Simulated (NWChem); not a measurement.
# CuNH3F (SMILES [NH3]->[Cu][F]) at 3 levels

Aim: a comparison of 3 runs (HF/3-21G, B3LYP/6-31G*) of CuNH3F. 

The calculation is run with NWChem 7.3.0.

1 further run of the same task is left out (it didn't finish).

### Step 1. The system as given

The species is CuNH3F (6 atoms), meant as a singlet with charge 0. SMILES: `[NH3]->[Cu][F]`. The shape comes from GFN2-xTB, which is rough for such elements, and wasn't checked as a minimum.

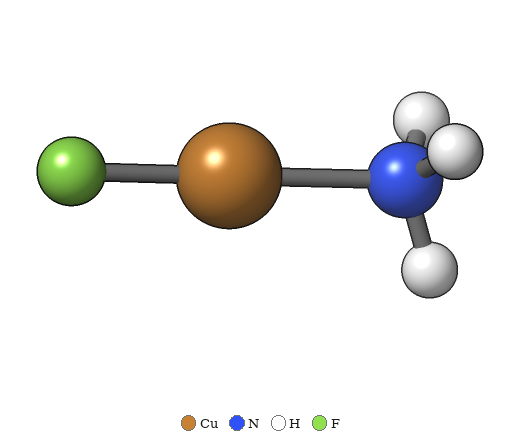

Viewed from a chosen angle; copper orange, nitrogen blue, hydrogen white, fluorine green.

### Step 2. Energy and forces at HF/3-21G (run 1)

input.xyz

```xyz
6
CuFH3N hf
Cu    -0.013280     0.006460    -1.144820
N      0.001200    -0.001310     0.749820
H     -0.406220     0.864570     1.090040
H      0.964500    -0.078860     1.063600
H     -0.539400    -0.794880     1.082210
F     -0.006800     0.004020    -2.840840
```

run.py

```python
from ase.io import read
from ase.calculators.nwchem import NWChem

molecule = read('input.xyz')

calc = NWChem(
    label='input',
    theory='scf',
    memory='2200 mb',
    basis='3-21G',
    basispar='spherical bse',
    scf={'nopen': '0', 'rhf': None, 'thresh': '1e-08', 'maxiter': '80'},
)
molecule.calc = calc

forces = molecule.get_forces()
e = molecule.get_potential_energy()
print(f"E = {e:.6f} eV")
print("forces (eV/A):")
for s, f in zip(molecule.symbols, forces):
    print(f"{s:2s} {f[0]:10.5f} {f[1]:10.5f} {f[2]:10.5f}")
print("dipole (e A):", molecule.get_dipole_moment().round(4))
```

Run with:

```bash
$ export ASE_NWCHEM_COMMAND="nwchem PREFIX.nwi > PREFIX.nwo"
$ python run.py
```

The program printed:

```text
E = -48588.819020 eV
forces (eV/A):
Cu    0.02725   -0.01666   -0.07307
N    -0.00432   -0.00046   -1.02001
H     0.12717   -0.27809   -0.00262
H    -0.32478    0.01728    0.01579
H     0.19062    0.27012   -0.00309
F    -0.01594    0.00782    1.08300
dipole (e A): [ 0.0085 -0.0044  1.7326]
```

The calculator wrote input.nwi:

```
title "input"

permanent_dir input

scratch_dir input

start input

geometry units angstrom nocenter noautosym noautoz
  Cu -1.3280000000000000e-02 6.4599999999999996e-03 -1.1448199999999999e+00
  N  1.1999999999999999e-03 -1.3100000000000000e-03 7.4982000000000004e-01
  H  -4.0622000000000003e-01 8.6456999999999995e-01 1.0900399999999999e+00
  H  9.6450000000000002e-01 -7.8860000000000000e-02 1.0636000000000001e+00
  H  -5.3939999999999999e-01 -7.9488000000000003e-01 1.0822099999999999e+00
  F  -6.7999999999999996e-03 4.0200000000000001e-03 -2.8408400000000000e+00
end

memory 2200 mb

basis spherical bse noprint
   * library 3-21G
end

scf
  nopen 0
  rhf
  thresh 1e-08
  maxiter 80
end

task scf gradient
```

input.nwo, cut to the lines that bear on the results:

```text
[...]
      One-electron energy =  -2857.720428548815
[... 1 line left out ...]
 Nuclear repulsion energy =    181.852639968398
[... 42 lines left out ...]
                       ROHF Final Molecular Orbital Analysis
[... 226 lines left out ...]
                              NWChem Gradients Module
[...]
  wavefunction    =   RHF
                         RHF ENERGY GRADIENTS
    atom               coordinates                        gradient
                 x          y          z           x          y          z
   1 Cu     -0.025096   0.012208  -2.163396   -0.000530   0.000324   0.001421
   2 N       0.002268  -0.002476   1.416954    0.000084   0.000009   0.019836
   3 H      -0.767644   1.633800   2.059877   -0.002473   0.005408   0.000051
   4 H       1.822641  -0.149024   2.009913    0.006316  -0.000336  -0.000307
   5 H      -1.019318  -1.502105   2.045080   -0.003707  -0.005253   0.000060
   6 F      -0.012850   0.007597  -5.368409    0.000310  -0.000152  -0.021061
[...]
```

Run time: 3.9 s. Hardware: 1 thread of AMD EPYC 9R45 (Zen 5), shared host; peak memory 0.1 GiB.

### Step 3. Energy and gradient at B3LYP/6-31G(d) (spherical functions) (run 2)

run.py

```python
from ase import Atoms
from ase.calculators.nwchem import NWChem

system = Atoms(['Cu', 'N', 'H', 'H', 'H', 'F'], positions=[
    [-0.013280, 0.006460, -1.144820],
    [0.001200, -0.001310, 0.749820],
    [-0.406220, 0.864570, 1.090040],
    [0.964500, -0.078860, 1.063600],
    [-0.539400, -0.794880, 1.082210],
    [-0.006800, 0.004020, -2.840840],
])

calc = NWChem(
    label='calc',
    theory='dft',
    memory='2200 mb',
    basis='6-31G*',
    basispar='spherical bse',
    dft={'xc': 'b3lyp', 'mult': '1', 'grid': 'xfine', 'convergence': 'energy 1e-08', 'iterations': '100', 'mulliken': None},
)
system.calc = calc

forces = system.get_forces()
e = system.get_potential_energy()
print(f"E = {e:.6f} eV")
print("forces (eV/A):")
for s, f in zip(system.symbols, forces):
    print(f"{s:2s} {f[0]:10.5f} {f[1]:10.5f} {f[2]:10.5f}")
print("dipole (e A):", system.get_dipole_moment().round(4))
```

Run with:

```bash
$ export ASE_NWCHEM_COMMAND="nwchem PREFIX.nwi > PREFIX.nwo"
$ python run.py
```

The program printed:

```text
E = -48890.798915 eV
forces (eV/A):
Cu    0.01707   -0.01208    0.57603
N    -0.01126    0.00103   -1.51603
H    -0.04787    0.10048    0.35070
H     0.09636   -0.01610    0.35342
H    -0.04433   -0.07888    0.34566
F    -0.00992    0.00555   -0.10979
dipole (e A): [ 0.007  -0.0035  1.5198]
```

The calculator wrote calc.nwi:

```
title "calc"

permanent_dir calc

scratch_dir calc

start calc

geometry units angstrom nocenter noautosym noautoz
  Cu -1.3280000000000000e-02 6.4599999999999996e-03 -1.1448199999999999e+00
  N  1.1999999999999999e-03 -1.3100000000000000e-03 7.4982000000000004e-01
  H  -4.0622000000000003e-01 8.6456999999999995e-01 1.0900399999999999e+00
  H  9.6450000000000002e-01 -7.8860000000000000e-02 1.0636000000000001e+00
  H  -5.3939999999999999e-01 -7.9488000000000003e-01 1.0822099999999999e+00
  F  -6.7999999999999996e-03 4.0200000000000001e-03 -2.8408400000000000e+00
end

memory 2200 mb

basis spherical bse noprint
   * library 6-31G*
end

dft
  xc b3lyp
  mult 1
  grid xfine
  convergence energy 1e-08
  iterations 100
  mulliken
end

task dft gradient
```

calc.nwo, cut to the lines that bear on the results:

```text
[...]
         Total DFT energy =    -1796.703735387413
[...]
  wavefunction    = closed shell
                         DFT ENERGY GRADIENTS
    atom               coordinates                        gradient
                 x          y          z           x          y          z
   1 Cu     -0.025096   0.012208  -2.163396   -0.000332   0.000235  -0.011202
   2 N       0.002268  -0.002476   1.416954    0.000219  -0.000020   0.029482
   3 H      -0.767644   1.633800   2.059877    0.000931  -0.001954  -0.006820
   4 H       1.822641  -0.149024   2.009913   -0.001874   0.000313  -0.006873
   5 H      -1.019318  -1.502105   2.045080    0.000862   0.001534  -0.006722
   6 F      -0.012850   0.007597  -5.368409    0.000193  -0.000108   0.002135
[...]
```

Wall time 55 s (1 thread of AMD EPYC 9R45 (Zen 5), shared host); peak memory 0.14 GiB.

### Step 4. Energy and forces at B3LYP/6-31G(d) (Cartesian functions) (run 3)

cufh3n.nw

```
start cufh3n
title "CuFH3N gradient"
memory 2200 mb
geometry units au noautosym nocenter noautoz
   Cu    -0.02509556     0.01220763    -2.16339626
   N      0.00226767    -0.00247554     1.41695444
   H     -0.76764455     1.63380052     2.05987706
   H      1.82264085    -0.14902380     2.00991271
   H     -1.01931827    -1.50210550     2.04508051
   F     -0.01285014     0.00759670    -5.36840956
end
basis cartesian
   * library 6-31G*
end
dft
   xc b3lyp
   grid xfine
   convergence energy 1e-08
   maxiter 100
   mulliken
   print medium
end
task dft gradient
```

Run with:

```bash
$ nwchem cufh3n.nw > cufh3n.out
```

The program printed:

```text
[...]
          Wavefunction type:  closed shell.
          No. of atoms     :     6
          No. of electrons :    48
[...]
          Charge           :     0
          Spin multiplicity:     1
[...]
          AO basis - number of functions:    75
[...]
              XC Information
              --------------
                         B3LYP Method XC Potential
                     Hartree-Fock (Exact) Exchange  0.200
                        Slater Exchange Functional  0.800 local
                    Becke 1988 Exchange Functional  0.720 non-local
              Lee-Yang-Parr Correlation Functional  0.810
                  VWN I RPA Correlation Functional  0.190 local
[...]
 d= 0,ls=0.0,diis     1  -1796.4408399417 -1.98D+03  2.28D-01  3.13D+00     1.7
[...]
 d= 0,ls=0.5,diis    40  -1796.7115407077 -7.79D-09  4.42D-06  5.33D-09    51.5
         Total DFT energy =    -1796.711540711781
      One electron energy =    -2866.983067666343
           Coulomb energy =      974.245466147933
    Exchange-Corr. energy =      -85.826566194315
 Nuclear repulsion energy =      181.852627000944
[...]
      Total Density - Mulliken Population Analysis
     ---------------------------------------------
    Atom       Charge   Shell Charges
 -----------   ------   -------------------------------------------------------
    1 Cu  29    28.72   2.00  2.00  6.00  1.97  5.99  0.53  0.18  0.47  0.16  6.18  3.19  0.04
    2 N    7     7.96   1.99  0.77  2.56  0.90  1.69  0.04
    3 H    1     0.61   0.50  0.12
    4 H    1     0.61   0.50  0.12
    5 H    1     0.61   0.50  0.12
    6 F    9     9.49   1.99  0.93  3.29  0.99  2.23  0.05
[...]
  wavefunction    = closed shell
                         DFT ENERGY GRADIENTS
    atom               coordinates                        gradient
                 x          y          z           x          y          z
   1 Cu     -0.025096   0.012208  -2.163396   -0.000243   0.000193  -0.011392
   2 N       0.002268  -0.002476   1.416954    0.000192  -0.000007   0.031499
   3 H      -0.767645   1.633801   2.059877    0.000868  -0.001825  -0.007050
   4 H       1.822641  -0.149024   2.009913   -0.001737   0.000303  -0.007094
   5 H      -1.019318  -1.502106   2.045081    0.000780   0.001419  -0.006951
   6 F      -0.012850   0.007597  -5.368410    0.000140  -0.000083   0.000987
[...]
```

It took 59 s on 1 thread of AMD EPYC 9R45 (Zen 5), shared host; peak memory 0.14 GiB.

### Step 5. Overview of the runs

```csv
run,level,iteration cap,module,energy (Eh),dipole moment (D),HOMO energy (eV),LUMO energy (eV),wall time
1,HF/3-21G,80,scf,-1785.606179,8.32,-7.22,2.37,3.9 s
2,B3LYP/6-31G* (spherical functions),100,dft,-1796.703735,7.30,-5.20,-0.35,55 s
3,B3LYP/6-31G* (Cartesian functions),100,dft,-1796.711541,7.30,-5.18,-0.37,59 s
```

### Step 6. What came out

```
                       quantity           value
            run 3: total energy  -1796.71154 Eh
           run 3: dipole moment          7.30 D
             run 3: HOMO energy        -5.18 eV
             run 3: LUMO energy        -0.37 eV
           run 3: HOMO–LUMO gap         4.81 eV
run 3: largest force on an atom      1.620 eV/Å
```

**Reading.** The dipole moment (its size) runs from 7.30 D (B3LYP/6-31G*) to 8.32 D (HF/3-21G). The two ends differ in method and basis. The HOMO–LUMO gap runs from 4.81 eV (B3LYP/6-31G*) to 9.59 eV (HF/3-21G). All runs together took 2 min, the longest 59 s.
